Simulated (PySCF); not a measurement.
# C3H5NO3Si2 (SMILES C#C[Si](O)(O)O[SiH2]C#N): what the fields show

The calculation's input:

```
{"job": {"kind": "nmr", "xc": "PBE0", "basis": "pcSseg-1"}, "charge": 0, "multiplicity": 1}
C     -2.003873    -1.710854    -1.184099
C     -1.522029    -0.664032    -0.846090
Si    -0.718427     0.911819    -0.294504
O      0.113516     1.640599    -1.471827
O     -1.789847     1.976993     0.299332
O      0.352470     0.514919     0.867243
Si     1.806762    -0.065193     1.250549
C      2.025851    -1.739707     0.439901
N      2.173391    -2.768739    -0.041412
H     -2.430454    -2.623509    -1.486907
H     -0.333947     2.205026    -2.094988
H     -2.272994     1.781876     1.096186
H      2.867887     0.802577     0.748664
H      1.731016    -0.262249     2.695785
```

Launched as:

```sh
OMP_NUM_THREADS=1 python probes_run.py task.json out
```

Geometry: GFN2-xTB.

The calculation used PBE0/pcSseg-1, SCF density, gas phase, non-relativistic (PySCF 2.14.0).

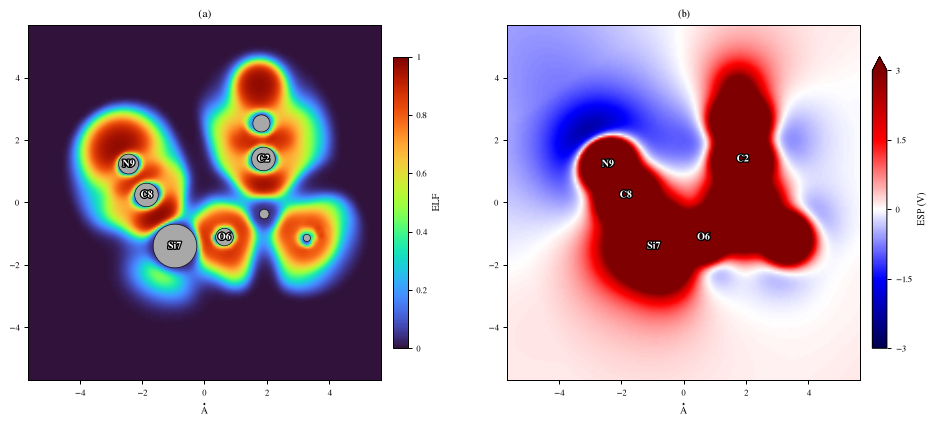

Figure 1. (a) electron localisation function; (b) molecular electrostatic potential on the plane of atoms O6, Si7 and C8. Grey discs cover the atomic cores in the ELF map.

**What does the map show?**

- Atoms in the plane: C, O, Si and N.
- C–N (1.15 Å): the ELF peaks at about 0.90 between the atoms; a multiple bond.
- Si–O (1.61 Å): the ELF peaks at about 0.85 between the atoms, as expected for a short, strongly polar bond.
- C–Si (1.87 Å): the ELF peaks at about 1 between the atoms: a shared electron pair.
- The ELF also peaks beside O6 and N9, away from the bonds: lone-pair regions.
- Outside the dense part of the molecule the potential is most negative (−2.2 V) near N9.

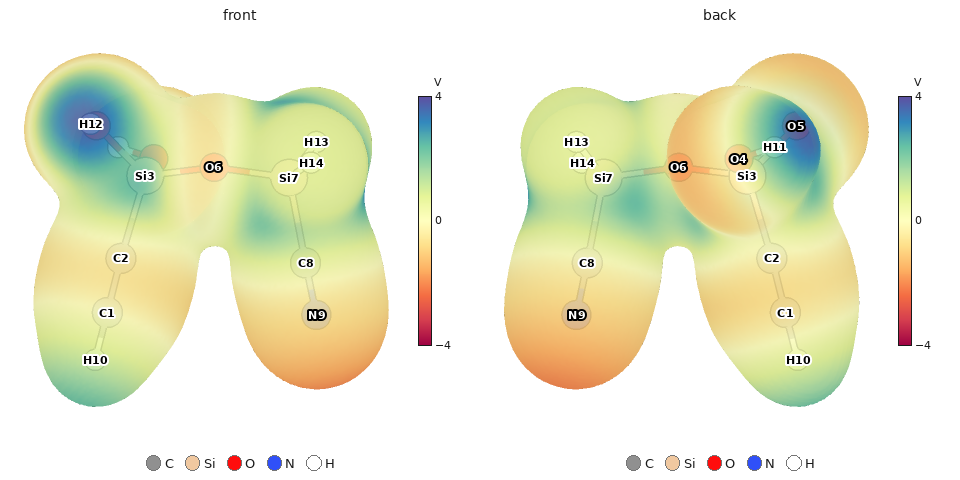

Figure 2. The molecular electrostatic potential painted on the density surface at 0.004 e/bohr³, seen from the front and from behind; red is negative and blue positive.

**Where is the surface potential most negative and most positive?**

The most negative region (about −2.0 V) lies over N9, the most positive (about +3.5 V) over H11 and H12. N9 is the likeliest acceptor of a hydrogen bond.

**How polar is the molecule by this calculation?**

Its dipole moment is 3.45 D.
